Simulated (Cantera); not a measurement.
A closed system holds: 1 mol Si₃N₄, 1.4 mol H₂O, 32 mol H₂, held at 1700 Pa.

These are equilibrium values from Cantera (NASA tables, ideal gas, pure condensed phases), not measurements of a reactor. Candidate condensed phases: H₂O, Si, SiO₂, Si₂N₂O, Si₃N₄; 35 gas species. Mutual solubility and eutectic melting of coexisting phases are not modelled. Equilibrium is a limit: real reactors are often held back by kinetics, nucleation or transport.

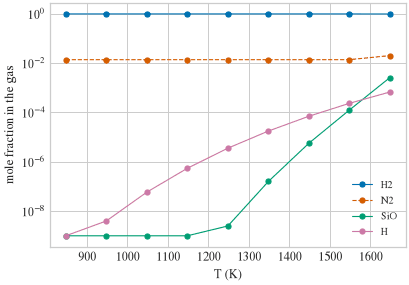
*Equilibrium gas composition (values under 1e-9 drawn at 1e-9)*

From 848 K to 1548 K the condensed part is Si₂N₂O(s) + Si₃N₄(s). At 1648 K the condensed part is Si(s) + Si₂N₂O(s).
